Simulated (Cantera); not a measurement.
A closed system holds: 1 mol C2H6, 0.013 mol NH3, a varied amount of H2O, equilibrated at 725 K and 13.3 mbar.

Method: chemical equilibrium by Gibbs-energy minimisation in Cantera with the NASA 1993 tables (ideal gas, pure condensed phases). Candidate condensed phases: C, C6H6, C7H8, C8H18, H2O; 136 gas species. Rates play no part.

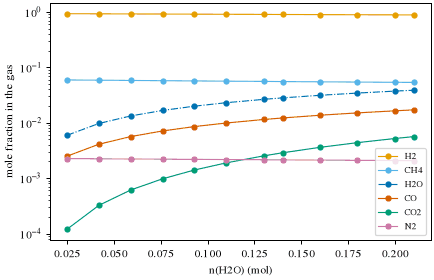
Equilibrium gas composition (values under 1e-9 drawn at 1e-9)

Read off the mole fractions at 0.13 mol H2O.

H2 about 0.90, CH4 about 0.056, H2O about 0.026, CO about 0.011, CO2 about 0.0025, N2 about 0.0021.
